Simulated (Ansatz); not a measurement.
## CH$_{5}$BClN: geometry relaxation

CH$_{5}$BClN, computed with RKS B3LYP/def2-SVP (Ansatz 0.2.0).

It belongs to a series of runs on one base structure; here: end point B relaxed. Figures and captions count atoms from 1; the log counts them from 0 in places.

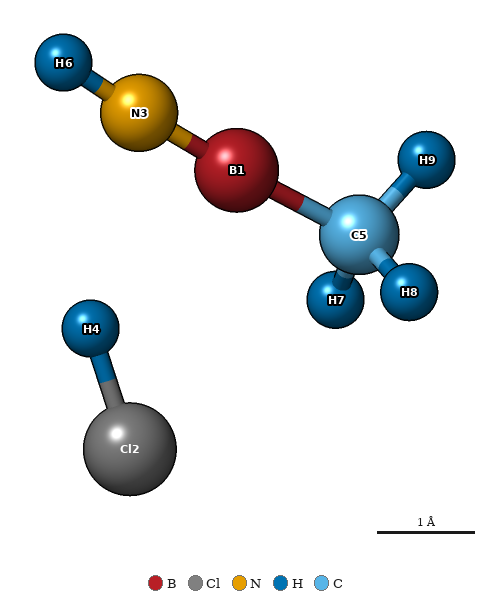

Fig. 1: The structure as given in the input (ball-and-stick view, seen at a tilt; atoms are numbered from 1 in the order of the input). Bond lengths as drawn: B–C 1.54 Å, B–N 1.25 Å, Cl–H 1.31 Å, C–H 1.10 Å and H–N 1.00 Å.

Key numbers:

- outcome: converged
- total energy: −15802.5420 eV
- mean-field energy: −15802.5420 eV
- largest force (length of the vector) at the end: 0.013 eV/Å
- hardware: 2 threads of Intel Xeon (Granite Rapids), 16 GiB of memory available, shared host
- wall time: 11 s (CPU time 20 s)
- peak memory: 0.18 GiB

The input:
```yaml
crystal:
  periodic: [false, false, false]
  atoms:
    - { symbol: B, position_ang: [-0.470173, 0.369179, 0.293418] }
    - { symbol: Cl, position_ang: [0.580145, -1.307351, -2.18331] }
    - { symbol: "N", position_ang: [-1.557926, 0.653697, -0.252523] }
    - { symbol: H, position_ang: [-0.494478, -0.621065, -1.866794] }
    - { symbol: C, position_ang: [0.847147, 0.056725, 1.022457] }
    - { symbol: H, position_ang: [-2.440066, 0.907225, -0.645141] }
    - { symbol: H, position_ang: [1.709769, 0.462487, 0.47421] }
    - { symbol: H, position_ang: [0.99371, -1.027746, 1.129596] }
    - { symbol: H, position_ang: [0.831873, 0.50685, 2.028087] }
basis:
  gaussian: { orbitals: def2-SVP }
hamiltonian:
  xc: b3lyp
relax:
  f_tol: 0.03
  max_steps: 50
```

Command:
```bash
ansatz run input.yaml --threads 2 --pin off --max-ram 3072MiB --backend cpu --events-out ev --progress --plain --runs-dir out
```

The program's output:
```
The last accepted step is kept in [file] (removed where the run ends without a failure and the disk answers)
Engine: ansatz 0.2.0, x86_64-unknown-linux-gnu
Functional definition: B3LYP
  parameter a0 = 0.2
  parameter ax = 0.72
  parameter ac = 0.81
  exchange = (1 - a0 - ax)*slater_x + ax*b88_x + a0*exact_x
  correlation = (1 - ac)*vwn_rpa_c + ac*lyp_c
932 factors; integrals over basis functions are off by at most 3.2e-4 eV
mean field evaluation 1: about -15792.8838 eV, gradient 6.7e1 eV
mean field evaluation 2: about -15777.2992 eV, gradient 9.9e1 eV
mean field evaluation 4: about -15802.3913 eV, gradient 3.9e0 eV
mean field evaluation 8: about -15802.4613 eV, gradient 7.2e-2 eV
mean field -15802.46130571 eV, -580.7297416918 hartree, gradient 7.8e-5 eV, S^2 0.000000; 0 other end points of the search recorded, 0 dependent functions left out
the calculation of the forces begins
reference -15802.46154506 eV, -580.7297504876 hartree; 20, 20 occupied and 65, 65 virtual orbitals, 932 factors
relax step   1: F+E_penalty+E_count = -15802.46130571 eV  Δ(F+E_penalty+E_count) = +0.000e0 eV  max|allowed force component| = 3.483e-1 eV/Å  Δτ_max = 0.0000 Å  (24 SCF iters, accepted)
these checks for a lower state are left out or cut short: starts, cluster_reference, orbital_swaps, neighbouring_geometries, increment
932 factors; integrals over basis functions are off by at most 3.6e-4 eV
mean field evaluation 16: about -15802.2735 eV, gradient 7.1e0 eV
mean field -15802.48719868 eV, -580.7306932409 hartree, gradient 9.3e-6 eV, S^2 0.000000; 0 other end points of the search recorded, 0 dependent functions left out
the calculation of the forces begins
reference -15802.48744111 eV, -580.7307021502 hartree; 20, 20 occupied and 65, 65 virtual orbitals, 932 factors
relax step   2: F+E_penalty+E_count = -15802.48719868 eV  Δ(F+E_penalty+E_count) = -2.589e-2 eV  max|allowed force component| = 6.768e-1 eV/Å  Δτ_max = 0.1950 Å  (29 SCF iters, accepted)
these checks for a lower state are left out or cut short: starts, cluster_reference, orbital_swaps, neighbouring_geometries, increment
932 factors; integrals over basis functions are off by at most 3.2e-4 eV
mean field -15802.51839122 eV, -580.7318395458 hartree, gradient 1.7e-5 eV, S^2 0.000000; 0 other end points of the search recorded, 0 dependent functions left out
the calculation of the forces begins
reference -15802.51863659 eV, -580.7318485630 hartree; 20, 20 occupied and 65, 65 virtual orbitals, 932 factors
relax step   3: F+E_penalty+E_count = -15802.51839122 eV  Δ(F+E_penalty+E_count) = -3.119e-2 eV  max|allowed force component| = 3.811e-1 eV/Å  Δτ_max = 0.2000 Å  (29 SCF iters, accepted)
these checks for a lower state are left out or cut short: starts, cluster_reference, orbital_swaps, neighbouring_geometries, increment
932 factors; integrals over basis functions are off by at most 3.3e-4 eV
mean field evaluation 32: about -15802.5310 eV, gradient 2.0e-1 eV
mean field -15802.53114018 eV, -580.7323080614 hartree, gradient 1.4e-5 eV, S^2 0.000000; 0 other end points of the search recorded, 0 dependent functions left out
the calculation of the forces begins
reference -15802.53139017 eV, -580.7323172483 hartree; 20, 20 occupied and 65, 65 virtual orbitals, 932 factors
relax step   4: F+E_penalty+E_count = -15802.53114018 eV  Δ(F+E_penalty+E_count) = -1.275e-2 eV  max|allowed force component| = 1.249e-1 eV/Å  Δτ_max = 0.1337 Å  (29 SCF iters, accepted)
these checks for a lower state are left out or cut short: starts, cluster_reference, orbital_swaps, neighbouring_geometries, increment
932 factors; integrals over basis functions are off by at most 3.3e-4 eV
mean field -15802.53389335 eV, -580.7324092384 hartree, gradient 1.3e-5 eV, S^2 0.000000; 0 other end points of the search recorded, 0 dependent functions left out
the calculation of the forces begins
reference -15802.53414483 eV, -580.7324184800 hartree; 20, 20 occupied and 65, 65 virtual orbitals, 932 factors
relax step   5: F+E_penalty+E_count = -15802.53389335 eV  Δ(F+E_penalty+E_count) = -2.753e-3 eV  max|allowed force component| = 4.599e-1 eV/Å  Δτ_max = 0.1458 Å  (29 SCF iters, accepted)
these checks for a lower state are left out or cut short: starts, cluster_reference, orbital_swaps, neighbouring_geometries, increment
932 factors; integrals over basis functions are off by at most 3.3e-4 eV
mean field -15802.53563775 eV, -580.7324733439 hartree, gradient 1.2e-5 eV, S^2 0.000000; 0 other end points of the search recorded, 0 dependent functions left out
the calculation of the forces begins
reference -15802.53588945 eV, -580.7324825937 hartree; 20, 20 occupied and 65, 65 virtual orbitals, 932 factors
relax step   6: F+E_penalty+E_count = -15802.53563775 eV  Δ(F+E_penalty+E_count) = -1.744e-3 eV  max|allowed force component| = 2.166e-1 eV/Å  Δτ_max = 0.0870 Å  (29 SCF iters, accepted)
these checks for a lower state are left out or cut short: starts, cluster_reference, orbital_swaps, neighbouring_geometries, increment
932 factors; integrals over basis functions are off by at most 3.2e-4 eV
mean field -15802.53455430 eV, -580.7324335279 hartree, gradient 1.4e-5 eV, S^2 0.000000; 0 other end points of the search recorded, 0 dependent functions left out
the calculation of the forces begins
reference -15802.53480330 eV, -580.7324426785 hartree; 20, 20 occupied and 65, 65 virtual orbitals, 932 factors
relax step   7: F+E_penalty+E_count = -15802.53455430 eV  Δ(F+E_penalty+E_count) = +1.083e-3 eV  max|allowed force component| = 4.538e-1 eV/Å  Δτ_max = 0.1322 Å  (29 SCF iters, rejected (line search))
these checks for a lower state are left out or cut short: starts, cluster_reference, orbital_swaps, neighbouring_geometries, increment
932 factors; integrals over basis functions are off by at most 3.3e-4 eV
mean field evaluation 64: about -15802.5400 eV, gradient 1.3e-5 eV
mean field -15802.53998981 eV, -580.7326332794 hartree, gradient 1.3e-5 eV, S^2 0.000000; 0 other end points of the search recorded, 0 dependent functions left out
the calculation of the forces begins
reference -15802.54024085 eV, -580.7326425047 hartree; 20, 20 occupied and 65, 65 virtual orbitals, 932 factors
relax step   8: F+E_penalty+E_count = -15802.53998981 eV  Δ(F+E_penalty+E_count) = -4.352e-3 eV  max|allowed force component| = 9.385e-2 eV/Å  Δτ_max = 0.0639 Å  (28 SCF iters, accepted)
these checks for a lower state are left out or cut short: starts, cluster_reference, orbital_swaps, neighbouring_geometries, increment
932 factors; integrals over basis functions are off by at most 3.3e-4 eV
mean field -15802.54137730 eV, -580.7326842684 hartree, gradient 1.2e-5 eV, S^2 0.000000; 0 other end points of the search recorded, 0 dependent functions left out
the calculation of the forces begins
reference -15802.54162790 eV, -580.7326934779 hartree; 20, 20 occupied and 65, 65 virtual orbitals, 932 factors
relax step   9: F+E_penalty+E_count = -15802.54137730 eV  Δ(F+E_penalty+E_count) = -1.387e-3 eV  max|allowed force component| = 1.500e-2 eV/Å  Δτ_max = 0.0196 Å  (30 SCF iters, accepted)
these checks for a lower state are left out or cut short: starts, cluster_reference, orbital_swaps, neighbouring_geometries, increment
932 factors; integrals over basis functions are off by at most 3.3e-4 eV
mean field -15802.54176124 eV, -580.7326983779 hartree, gradient 1.2e-5 eV, S^2 0.000000; 0 other end points of the search recorded, 0 dependent functions left out
the calculation of the forces begins
reference -15802.54201144 eV, -580.7327075726 hartree; 20, 20 occupied and 65, 65 virtual orbitals, 932 factors
relax step  10: F+E_penalty+E_count = -15802.54176124 eV  Δ(F+E_penalty+E_count) = -3.839e-4 eV  max|allowed force component| = 1.152e-2 eV/Å  Δτ_max = 0.0540 Å  (30 SCF iters, accepted)
```

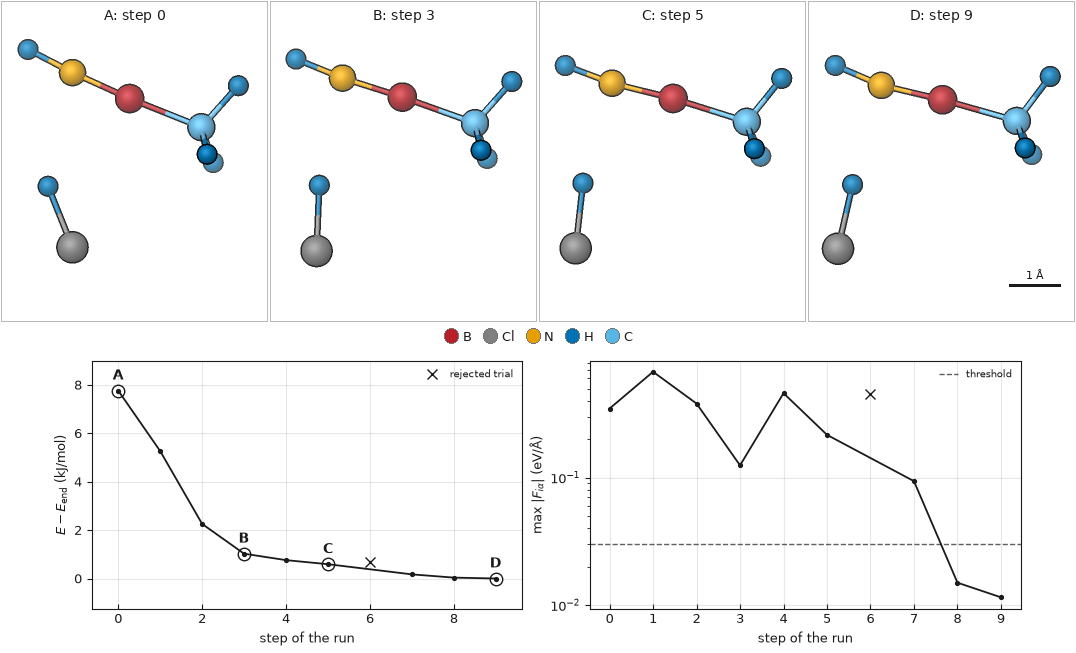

Fig. 2: Frames of the relaxation (ball-and-stick view, seen on its broad side) above the curves, on which the letters mark them (the first geometry is step 0 here and step 1 in the log).

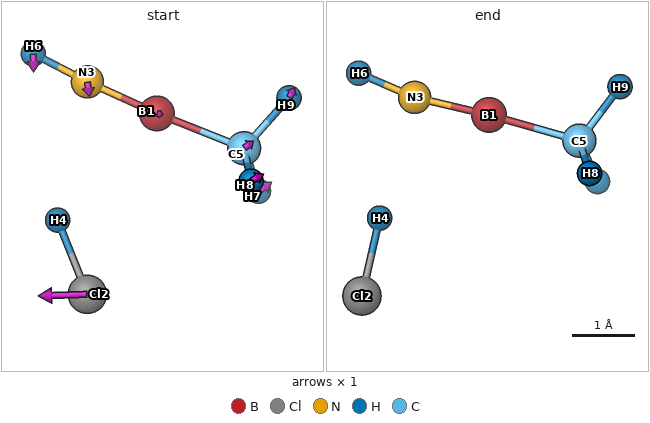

Fig. 3: Before (left) and after (right) the relaxation, at one scale (ball-and-stick view, seen on its broad side). The pink arrows give the displacements, at true length. After 9 geometry steps the energy has fallen by 7.76 kJ/mol. The largest force component goes from 0.35 to 0.012 eV/Å. The line search rejected the trial step at point 6 (counted from 0) and went back. Cl2 moves most after the best rigid fit: 0.82 Å. Largest moves by element: Cl 0.82 Å, H 0.32 Å, N 0.26 Å, C 0.21 Å, B 0.12 Å. Among the contacts that change: Cl2–H4 1.314 → 1.309 Å. Among the angles that change: B1–N3–H6 177.0° → 169.9°. (Atoms are counted from 1 in the order of the input.)

```
932 factors; integrals over basis functions are off by at most 3.3e-4 eV
mean field -15802.54176124 eV, -580.7326983779 hartree, gradient 1.2e-5 eV, S^2 0.000000; 1 other end points of the search recorded, 0 dependent functions left out
the calculation of the forces begins
reference -15802.54201144 eV, -580.7327075726 hartree; 20, 20 occupied and 65, 65 virtual orbitals, 932 factors
Total energy: -15802.54201144 eV, -580.7327075726 hartree
Atom 0 at    -0.375048     0.359645     0.363064 Å, force     0.004990     0.003270     0.011517 eV/Å
Atom 1 at     0.041664    -1.342098    -2.796472 Å, force    -0.002368     0.002465     0.002461 eV/Å
Atom 2 at    -1.374776     0.513715    -0.372239 Å, force    -0.001234    -0.001386    -0.005830 eV/Å
Atom 3 at    -0.545829    -0.612851    -1.882340 Å, force     0.001321    -0.003758    -0.004534 eV/Å
Atom 4 at     0.882623     0.131485     1.216176 Å, force     0.007619    -0.003018    -0.002853 eV/Å
Atom 5 at    -2.238003     0.731761    -0.826541 Å, force    -0.005374     0.001711    -0.002118 eV/Å
Atom 6 at     1.769484     0.567533     0.729081 Å, force    -0.004280    -0.002030     0.004770 eV/Å
Atom 7 at     1.065818    -0.945352     1.360029 Å, force     0.001010     0.004584     0.001219 eV/Å
Atom 8 at     0.774069     0.596163     2.209242 Å, force    -0.001684    -0.001839    -0.004633 eV/Å
Dipole moment:    -0.054713     0.262650     0.497195 e Å
```

Trajectory as extended XYZ (Å, eV, eV/Å), 10 frames, from step=1 to step=10:
```
9
Properties=species:S:1:pos:R:3:forces:R:3 step=1 energy=-15802.46131
B    -0.4702    0.3692    0.2934   -0.1396   0.1725   0.2187
Cl    0.5801   -1.3074   -2.1833   -0.3045   0.0896  -0.1389
N    -1.5579    0.6537   -0.2525    0.0945  -0.1108  -0.1386
H    -0.4945   -0.6211   -1.8668    0.3483  -0.1732   0.0073
C     0.8471    0.0567    1.0225   -0.0363   0.0436   0.0571
H    -2.4401    0.9072   -0.6451   -0.0070   0.0132   0.0214
H     1.7098    0.4625    0.4742    0.0222   0.0065  -0.0319
H     0.9937   -1.0277    1.1296    0.0008  -0.0386  -0.0120
H     0.8319    0.5069    2.0281    0.0217  -0.0029   0.0169
9
Properties=species:S:1:pos:R:3:forces:R:3 step=2 energy=-15802.48720
B    -0.4794    0.3870    0.3215   -0.1040   0.1309   0.1672
Cl    0.5391   -1.3694   -2.3635   -0.6768   0.4927   0.3332
N    -1.5601    0.6591   -0.2438    0.1529  -0.1365  -0.1298
H    -0.4199   -0.6287   -1.7995    0.6241  -0.4762  -0.3526
C     0.8395    0.0720    1.0471   -0.0100  -0.0117  -0.0381
H    -2.4385    0.9043   -0.6502   -0.0074   0.0033  -0.0011
H     1.6996    0.4732    0.4895    0.0070   0.0194  -0.0003
H     0.9839   -1.0149    1.1443   -0.0080  -0.0141   0.0136
H     0.8358    0.5174    2.0546    0.0222  -0.0076   0.0080
9
Properties=species:S:1:pos:R:3:forces:R:3 step=3 energy=-15802.51839
B    -0.4525    0.3854    0.3448   -0.0288   0.0720   0.1224
Cl    0.3821   -1.3459   -2.4852    0.3567  -0.3264  -0.3225
N    -1.5077    0.6170   -0.2805    0.0090  -0.0665  -0.1284
H    -0.4543   -0.6290   -1.8249   -0.3811   0.3306   0.3048
C     0.8525    0.0905    1.1002    0.0053   0.0047   0.0176
H    -2.3747    0.8397   -0.7236    0.0016   0.0100   0.0214
H     1.7168    0.4974    0.5541    0.0321   0.0072  -0.0122
H     1.0005   -0.9945    1.2087    0.0135  -0.0319   0.0041
H     0.8373    0.5394    2.1063   -0.0082   0.0004  -0.0073
9
Properties=species:S:1:pos:R:3:forces:R:3 step=4 energy=-15802.53114
B    -0.4380    0.3868    0.3623   -0.1045   0.0521   0.0008
Cl    0.2953   -1.3503   -2.5868   -0.1249   0.1080   0.1060
N    -1.4773    0.5926   -0.3015    0.0626  -0.0741  -0.0860
H    -0.4764   -0.6175   -1.8201    0.0928  -0.0862  -0.0949
C     0.8591    0.1037    1.1352    0.0098   0.0027   0.0183
H    -2.3362    0.7994   -0.7704    0.0451   0.0080   0.0627
H     1.7261    0.5124    0.5937    0.0251   0.0063  -0.0031
H     1.0104   -0.9811    1.2472    0.0119  -0.0204   0.0076
H     0.8371    0.5541    2.1403   -0.0180   0.0035  -0.0115
9
Properties=species:S:1:pos:R:3:forces:R:3 step=5 energy=-15802.53389
B    -0.4170    0.3767    0.3617    0.2374  -0.0678   0.0981
Cl    0.1775   -1.3411   -2.6723    0.0489  -0.0546  -0.0651
N    -1.4380    0.5596   -0.3310    0.3225  -0.1110   0.1022
H    -0.4968   -0.6077   -1.8325   -0.0694   0.0598   0.0570
C     0.8699    0.1125    1.1641    0.0048  -0.0012  -0.0128
H    -2.2857    0.7619   -0.7986   -0.4599   0.1237  -0.2228
H     1.7526    0.5316    0.6502   -0.0867  -0.0132   0.0286
H     1.0386   -0.9701    1.2979   -0.0383   0.0754  -0.0092
H     0.7988    0.5766    2.1605    0.0406  -0.0111   0.0240
9
Properties=species:S:1:pos:R:3:forces:R:3 step=6 energy=-15802.53564
B    -0.3977    0.3727    0.3720   -0.0370  -0.0270  -0.0994
Cl    0.1299   -1.3306   -2.6971   -0.0030  -0.0258  -0.0586
N    -1.4057    0.5350   -0.3519    0.2166  -0.0615   0.0964
H    -0.5703   -0.5935   -1.8767    0.0430   0.0058   0.0607
C     0.8793    0.1214    1.1929   -0.0105   0.0193   0.0196
H    -2.2523    0.7268   -0.8412   -0.1527   0.0704  -0.0117
H     1.7612    0.5446    0.6833   -0.0445  -0.0172   0.0122
H     1.0490   -0.9599    1.3282   -0.0132   0.0400  -0.0134
H     0.8066    0.5836    2.1905    0.0013  -0.0041  -0.0057
9
Properties=species:S:1:pos:R:3:forces:R:3 step=7 energy=-15802.53455 accepted=F
B    -0.3564    0.3357    0.3329    0.2240   0.0987   0.4538
Cl    0.0342   -1.3297   -2.7883    0.0520  -0.0724  -0.0972
N    -1.3706    0.5126   -0.3679   -0.3249   0.0152  -0.3131
H    -0.5638   -0.6048   -1.8833   -0.0351   0.0501   0.0683
C     0.8851    0.1306    1.2176    0.0131  -0.0873  -0.1627
H    -2.2329    0.7273   -0.8269    0.0369  -0.0081   0.0205
H     1.7749    0.5664    0.7378    0.0460  -0.0078   0.0103
H     1.0701   -0.9433    1.3755    0.0410  -0.0147   0.0158
H     0.7594    0.6053    2.2025   -0.0531   0.0263   0.0043
9
Properties=species:S:1:pos:R:3:forces:R:3 step=8 energy=-15802.53999
B    -0.3906    0.3660    0.3643   -0.0654   0.0226  -0.0196
Cl    0.0923   -1.3363   -2.7485   -0.0661   0.0757   0.0913
N    -1.4015    0.5327   -0.3538    0.0641  -0.0393  -0.0169
H    -0.5296   -0.6045   -1.8531    0.0602  -0.0746  -0.0938
C     0.8783    0.1246    1.1984   -0.0075   0.0003  -0.0086
H    -2.2560    0.7330   -0.8337    0.0240   0.0112   0.0489
H     1.7612    0.5498    0.6948   -0.0016  -0.0024   0.0041
H     1.0513   -0.9546    1.3379    0.0024   0.0042   0.0003
H     0.7946    0.5894    2.1936   -0.0100   0.0022  -0.0055
9
Properties=species:S:1:pos:R:3:forces:R:3 step=9 energy=-15802.54138
B    -0.3846    0.3623    0.3609   -0.0150   0.0103   0.0059
Cl    0.0782   -1.3365   -2.7572    0.0013  -0.0049  -0.0078
N    -1.3897    0.5227   -0.3657    0.0070  -0.0084  -0.0104
H    -0.5373   -0.6072   -1.8621   -0.0026   0.0002  -0.0027
C     0.8792    0.1263    1.2024    0.0126  -0.0047   0.0030
H    -2.2514    0.7370   -0.8249    0.0035   0.0040   0.0116
H     1.7639    0.5561    0.7062   -0.0013   0.0006   0.0023
H     1.0569   -0.9517    1.3436    0.0001   0.0020   0.0012
H     0.7847    0.5910    2.1968   -0.0056   0.0008  -0.0031
9
Properties=species:S:1:pos:R:3:forces:R:3 step=10 energy=-15802.54176
B    -0.3750    0.3596    0.3631    0.0050   0.0033   0.0115
Cl    0.0417   -1.3421   -2.7965   -0.0024   0.0025   0.0025
N    -1.3748    0.5137   -0.3722   -0.0012  -0.0014  -0.0058
H    -0.5458   -0.6129   -1.8823    0.0013  -0.0038  -0.0045
C     0.8826    0.1315    1.2162    0.0076  -0.0030  -0.0029
H    -2.2380    0.7318   -0.8265   -0.0054   0.0017  -0.0021
H     1.7695    0.5675    0.7291   -0.0043  -0.0020   0.0048
H     1.0658   -0.9454    1.3600    0.0010   0.0046   0.0012
H     0.7741    0.5962    2.2092   -0.0017  -0.0018  -0.0046
```
